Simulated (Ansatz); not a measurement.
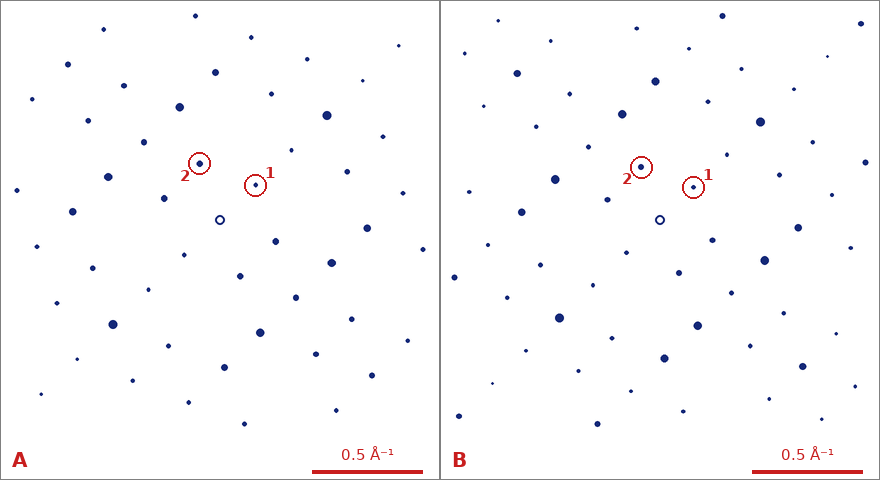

Kinematic electron diffraction patterns (120 kV, B = 0.5 Å², same scale) along [101] of the run's own cell, for the start and the end of one relaxation of SiSn2 with DFT, PAW plane waves, pbe (Ansatz). k mesh 7×7×5. The start is a generated model structure, and the relaxation ends in the nearest stationary point of its symmetry, not necessarily the ground state. Spot 1 is 0 -1 0 and spot 2 is 1 0 -1 in both.

Start structure:

```
CELL_PARAMETERS angstrom
2.70303 4.68179 0.00000
-2.70303 4.68179 0.00000
0.00000 0.00000 7.03957
ATOMIC_POSITIONS crystal
Si 0.33330 0.33340 0.27600
Si 0.66660 0.66670 0.77600
Sn 0.00000 0.00000 0.02800
Sn 0.00000 0.00000 0.52800
Sn 0.33330 0.33340 0.79600
Sn 0.66660 0.66670 0.29600
```

Question: Which pattern belongs to the start structure, and which to the relaxed one?

Answer: B is the start: its cell gives d(1) = 4.682 Å, d(2) = 3.898 Å and an angle of 65.4°. A is the relaxed structure, with d(1) = 4.389 Å (-6.3 %), d(2) = 3.663 Å (-6.0 %) and 65.3°.

Question: Name reflections whose intensity changes strongly on relaxation.

Answer: 2 1 -2 goes from 6.9 to 22 % of the strongest spot; 3 1 -3 goes from 5 to 12 % of the strongest spot.

Question: Summarise the relaxation behind the change.

Answer: The volume changed by -17.0 % to 24.65 Å³ an atom; with the mean shift removed, the atoms moved by up to 0.40 Å relative to the cell (Si most); the space group stayed P6_3mc (No. 186); the free energy fell by 210 meV an atom. Relaxed cell: a = 5.068 Å, b = 5.068 Å, c = 6.649 Å, α = 90.00°, β = 90.00°, γ = 60.00°.
